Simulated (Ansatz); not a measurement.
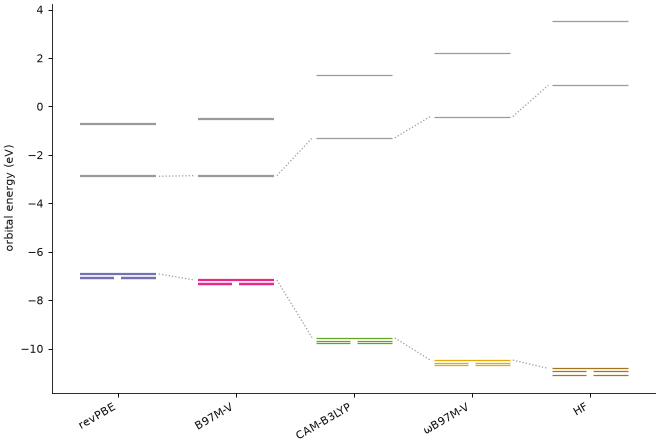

Frontier orbital energies of C₆H₃Ga, SMILES C#[C][Ga]([C]#C)[C]#C, singlet at one geometry, def2-TZVPP, the Ansatz code 0.2.0, at a PBE0-D4/def2-TZVP geometry (a minimum by its frequencies). Empty levels are grey, levels within 0.1 eV stand side by side; all columns show the same few orbitals around the gap. Dotted lines join the HOMOs and the LUMOs.

Compare the HOMO-LUMO separations.

Answer. The separation grows from 4.03 eV (revPBE) to 11.69 eV (HF).

```csv
level,HOMO (eV),LUMO (eV),separation (eV)
revPBE,−6.92,−2.89,4.03
B97M-V,−7.17,−2.86,4.31
CAM-B3LYP,−9.56,−1.30,8.26
ωB97M-V,−10.48,−0.42,10.06
HF,−10.82,0.87,11.69
```

Limits of at least one run: empty levels above zero depend strongly on the basis; no scalar relativity up to krypton.
